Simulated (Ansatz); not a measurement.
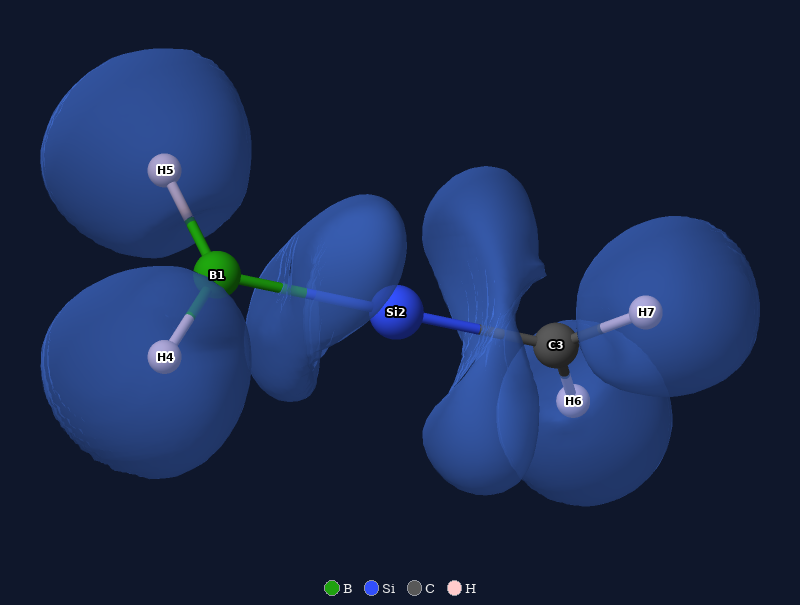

The picture shows: CH4BSi (doublet). Isosurface of the ELF at 0.8 (blue), seen at a tilt. Only the valence region is drawn (cores and ρ < 0.01 e/Å³ removed).

All numbers below come from Ansatz 0.2.0, UKS PBE0-D4/cc-pVDZ.

```xyz
7

B    -1.4640    0.4941   -0.9751
Si    0.0696   -0.0247    0.0467
C     1.4350   -0.4842    0.9557
H    -2.3801   -0.2832   -1.0448
H    -1.4452    1.5753   -1.5034
H     2.2722   -1.0186    0.4979
H     1.5125   -0.2586    2.0229
```

Question: What do the ELF domains correspond to?

Answer: The ELF exceeds this value in one region between bonded B–Si atoms (shared pairs), one region between bonded C–Si atoms (shared pairs) and four regions around hydrogen nuclei.

Values along the shortest contacts:
C–Si (1.70 Å): the ELF peaks at about 0.90 between the atoms, as expected for localised, covalent bonding. Si–B (1.91 Å): the ELF peaks at about 0.95 between the atoms, as expected for localised, covalent bonding.
